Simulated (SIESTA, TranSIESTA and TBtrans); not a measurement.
Junction: Ir chain with one bond stretched by 1.0 Å. Leads: straight Ir chain, spacing 2.3 Å. Geometry: as built, not relaxed.

Method: TranSIESTA and TBtrans, PBE, DZP numerical orbitals (energy shift 0.15 eV), PseudoDojo norm-conserving scalar-relativistic potentials, mesh cutoff 200 Ry, 300 K, spin-polarised (collinear), no spin-orbit coupling; self-consistent non-equilibrium Green functions.

Energies count from the leads' Fermi level. Transmissions are for each spin. The energy step is 0.01 eV; narrower resonances are cut or missed.

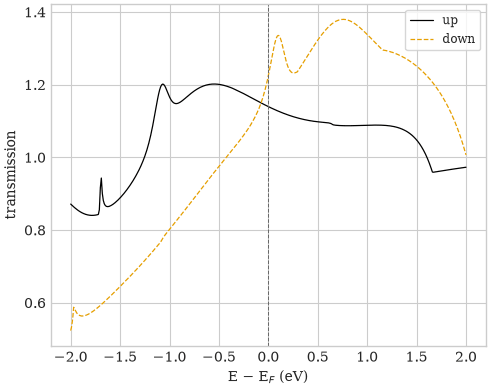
Fig. 1. Transmission against energy

| E (eV) | T up | T down | lead channels up | down |
|---|---|---|---|---|
| -2.00 | 0.87 | 0.52 | 4 | 3 |
| -1.80 | 0.84 | 0.57 | 4 | 4 |
| -1.60 | 0.87 | 0.62 | 6 | 4 |
| -1.40 | 0.92 | 0.67 | 6 | 4 |
| -1.20 | 1.05 | 0.73 | 6 | 4 |
| -1.00 | 1.17 | 0.80 | 6 | 6 |
| -0.80 | 1.17 | 0.87 | 6 | 6 |
| -0.60 | 1.20 | 0.94 | 6 | 6 |
| -0.40 | 1.19 | 1.01 | band edge | 6 |
| -0.20 | 1.17 | 1.08 | 4 | 6 |
| 0.00 | 1.14 | 1.22 | 4 | 6 |
| 0.20 | 1.12 | 1.25 | 4 | 6 |
| 0.40 | 1.10 | 1.28 | 4 | 4 |
| 0.60 | 1.10 | 1.36 | 4 | 4 |
| 0.80 | 1.09 | 1.38 | 3 | 4 |
| 1.00 | 1.09 | 1.34 | 3 | 4 |
| 1.20 | 1.09 | 1.29 | 3 | 3 |
| 1.40 | 1.07 | 1.27 | 3 | 3 |
| 1.60 | 1.00 | 1.23 | 3 | 3 |
| 1.80 | 0.96 | 1.15 | 1 | 3 |
| 2.00 | 0.97 | 1.01 | 1 | 3 |

The magnetic order of the leads was set by the start, and no other order was tried; the separate lead runs end at 0.77 (left) and 0.77 (right) μB an atom. The straight chain is held at its spacing; free chains may zigzag or dimerise. Spin-orbit coupling, left out here, matters for the heavy atoms.
